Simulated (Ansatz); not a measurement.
# Calculations on Mg₆₅Si₃₂

Part 1: Relaxation

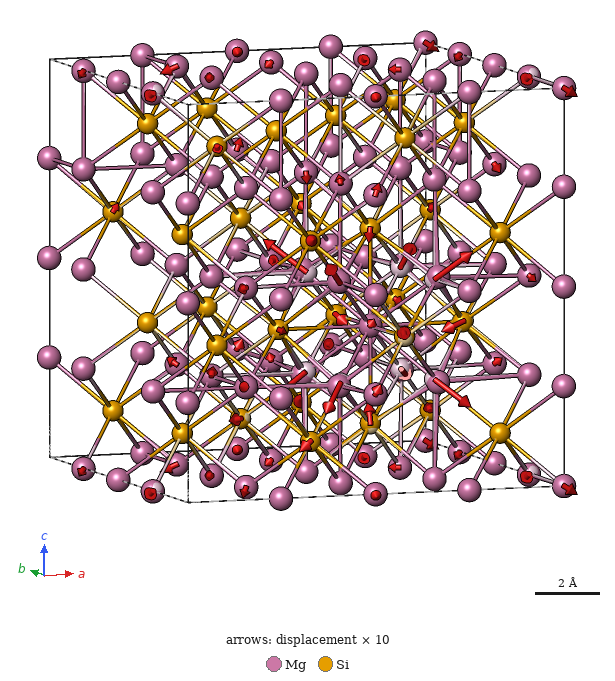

A relaxation of a defect cell of composition Mg₆₅Si₃₂. The starting structure is drawn faded, the final one solid; red arrows show the displacements, magnified 10 times.

The picture is a ball-and-stick view of the cell of the calculation (origin shifted), seen slightly off an axis.

Method: DFT, PBEsol, PAW, plane waves in Ansatz. Set-up: plane-wave cutoff 420 eV; k-point mesh 1 × 1 × 1; mesh shifted by (0.25, 0.25, 0.25); collinear spin; atoms relaxed in a fixed cell; force threshold 0.03 eV/Å; at most 80 steps.

> Atoms of which element are displaced furthest, and by how much?

Magnesium: up to 0.18 Å, against 0.10 Å for silicon.

> Describe the change and its energy.

After 3 geometry steps the energy has fallen by 0.890 eV per cell of the calculation. The largest force component goes from 0.79 to 0.025 eV/Å. A Mg atom moves most: 0.18 Å roughly along [−1 1 1]. Largest moves by element: Mg 0.18 Å, Si 0.10 Å. The lattice vectors keep their values. Some distances before and after: Mg–Mg 2.704 → 2.890 Å, Mg–Si 2.814 → 2.632 Å, Mg–Mg 2.723 → 2.882 Å, Mg–Mg 2.735 → 2.891 Å. Bond angles that change, for instance: Si–Mg–Si 106.4° → 109.9°, Si–Mg–Si 113.1° → 109.9°, Si–Mg–Si 107.2° → 109.9°. The program noted that the starting moments weren't kept. Cost: 6.4 s on 1 × NVIDIA GB200 with 8 threads of Arm Neoverse-V2, peak memory 2.2 GiB.

Part 2: Defect

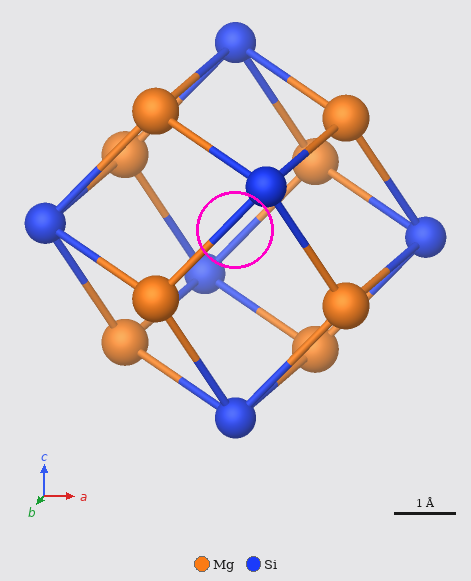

Perfect Mg₂Si. The picture is a ball-and-stick view of the atoms within 3.8 Å of one point, seen from a free direction.

Method: DFT, PBEsol, PAW, plane waves (Ansatz). (plane-wave cutoff 420 eV; k-point mesh 1 × 1 × 1; mesh shifted by (0.25, 0.25, 0.25); collinear spin) Fermi-Dirac smearing of 0.01 eV. A uniform background neutralises the charged cell. The axes drawn are those of the host's conventional cell.

An extra magnesium atom is put between the host's atoms (an interstitial) at the ringed place, in charge state +2. The supercell has 96 sites, and the atoms are relaxed at the host's cell.

**Predict the relaxed surroundings of the defect.**

The Mg atom starts with 8 Mg at 2.74 Å, 6 Si at 3.16 to 3.17 Å around its place and ends with 8 Mg at 2.90 to 2.91 Å, 6 Si at 3.07 to 3.08 Å. Of the host's atoms, a magnesium atom moves furthest from its site, by 0.17 Å. The cell ends without a net magnetic moment.

The relaxed defect, seen from the same direction:

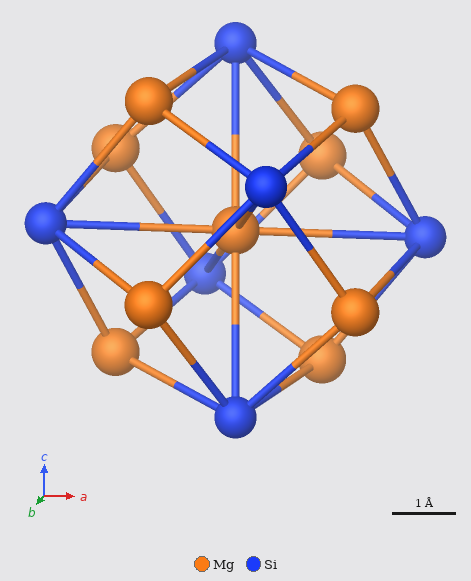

Limits of the set-up: the cell is charged, on a uniform background, and energies carry no finite-size correction.

Part 3: Defect

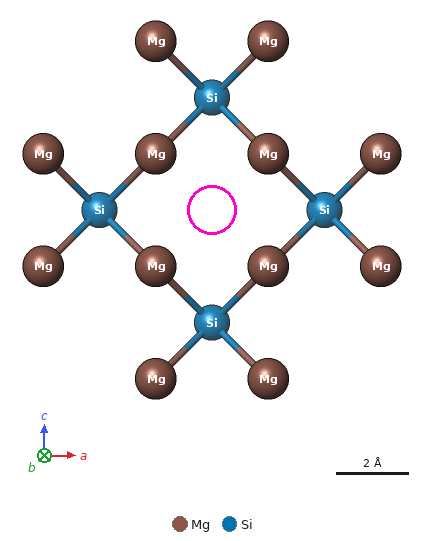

Perfect Mg2Si. A ball-and-stick model of the atoms within 6.0 Å of one point, in a slice 4.2 Å thick across the line of sight, seen along the b axis.

These are results of Ansatz 0.2.0, DFT, PBEsol, PAW, plane waves, not measurements. Set-up: plane-wave cutoff 420 eV; k-point mesh 1 × 1 × 1; mesh shifted by (0.25, 0.25, 0.25); collinear spin. Fermi-Dirac smearing of 0.01 eV. The axes drawn are those of the host's conventional cell.

An extra magnesium atom is put between the host's atoms (an interstitial) at the ringed place, in charge state 0. The supercell has 96 sites, and the atoms are relaxed at the host's cell.

Predict the relaxed surroundings of the defect.

Answer. The Mg atom starts with 8 Mg at 2.74 Å, 6 Si at 3.16 to 3.17 Å around its place and ends with 8 Mg at 2.88 to 2.89 Å, 6 Si at 3.09 Å. Of the host's atoms, a magnesium atom moves furthest from its site, by 0.15 Å. The cell ends without a net magnetic moment.

The relaxed defect, seen from the same direction:

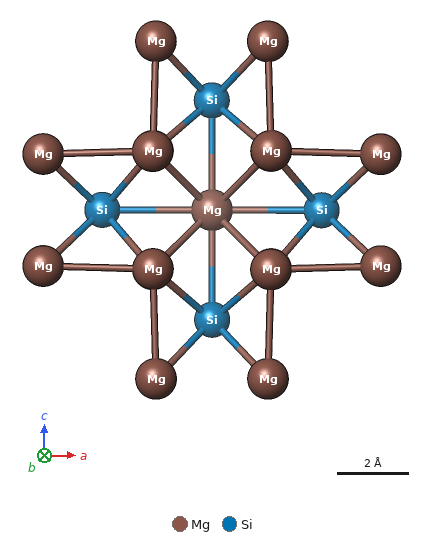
